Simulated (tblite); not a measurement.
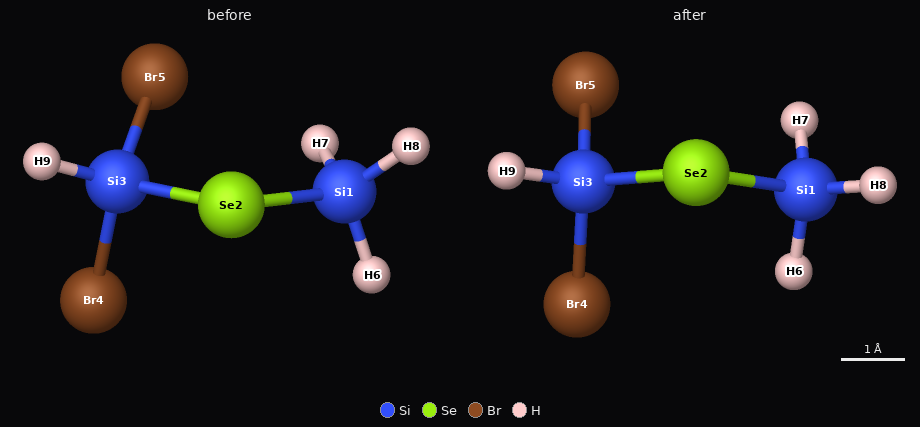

The structure of Si2H4SeBr2 before (left) and after (right) a relaxation, at one scale.

Style: ball-and-stick. Shown face on.

Method: tblite 0.8.0, GFN2-xTB geometry optimisation, gas phase. 

> Summarise the run.

The atom that moves furthest after the best rigid fit is H8 (0.64 Å). By element the largest moves are H 0.64 Å, Br 0.53 Å, Se 0.52 Å, Si 0.10 Å. Near-neighbour distances that change, for instance: Si3–Br4 2.258 → 2.224 Å, Si1–H7 1.486 → 1.458 Å, Si1–H8 1.474 → 1.452 Å, Si1–Se2 2.298 → 2.313 Å. Bond angles that change, for instance: Se2–Si3–Br5 105.7° → 112.6°, H6–Si1–H7 105.9° → 112.5°, Se2–Si1–H8 107.5° → 101.4°. Groups turn about Si1–Se2 by about 40°. Over 87 geometry steps the energy falls by 19.5 kJ/mol. The run took 1.1 s on 1 thread of Arm Neoverse N1, on a shared host.
